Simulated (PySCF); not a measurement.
SMILES CC(C)N([SiH2])C(C)C (C6H16NSi), doublet at its GFN2-xTB optimised geometry (Å):

```
24

C     -1.8108    -0.3993    -0.0160
C     -0.5459    -0.8609     0.7092
C      0.2626    -1.8002    -0.1875
N      0.2277     0.2887     1.1418
Si     0.9619     1.3381     0.0000
C      0.5419     0.3618     2.5560
C      1.7807    -0.4693     2.9079
C      0.7315     1.8051     3.0087
H     -2.3919     0.2565     0.6278
H     -2.4246    -1.2521    -0.2956
H     -1.5361     0.1520    -0.9130
H     -0.8476    -1.4189     1.6049
H      1.1737    -2.1159     0.3144
H     -0.3227    -2.6820    -0.4378
H      0.5371    -1.2833    -1.1051
H      0.3913     2.6820     0.0000
H      2.4246     1.3381     0.0000
H     -0.3170    -0.0500     3.1076
H      1.6263    -1.5135     2.6455
H      2.6431    -0.0975     2.3592
H      1.9894    -0.4085     3.9736
H      1.6264     2.2349     2.5652
H      0.8320     1.8426     4.0912
H     -0.1258     2.4067     2.7176
```

Method: unrestricted CAM-B3LYP/def2-SVP run with PySCF 2.14.0. Cells within 0.4 Å of a nucleus heavier than hydrogen are left out (blank, or x).

Map of the Laplacian of the electron density (e/bohr⁵) on the plane z = 1.5 Å:

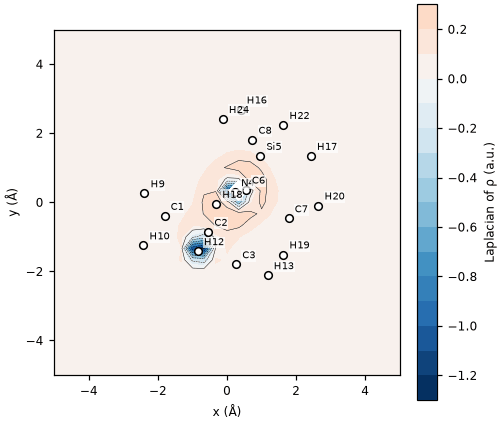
Fig. 1. Laplacian of the electron density (e/bohr⁵) on the plane z = 1.5 Å.
